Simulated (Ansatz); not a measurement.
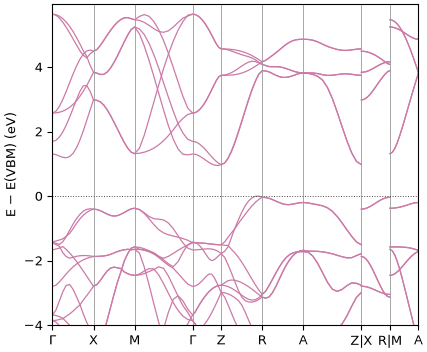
Fig. 1. Band structure from DFT-PBE in the program Ansatz with PAW potentials

Read off the gap and where the band edges lie.

About 0.9 eV (0.95 eV by a search for the band edges); maximum on the Z–R line, 89 % of the way from Z, minimum on the Γ–Z line, 86 % of the way from Γ.

The material is TeO$_{2}$ in space group P4_2/nmc (No. 137; Te on 2a, O on 4d).

A made-up cell: these elements were put on the sites of a structure type; neither database checked (COD, Materials Project) lists it. COD files the formula under space group No. 19, 61, 92, 136, so this cell is another polymorph or a model. Whether it is the stable phase at ambient conditions was not checked. The cell was relaxed with PBE under the symmetry of its start; its stability against distortions is not shown here. Scalar-relativistic: spin–orbit coupling is off unless named, which matters more the heavier the elements.

Potentials: the later of the program's two PAW sets.
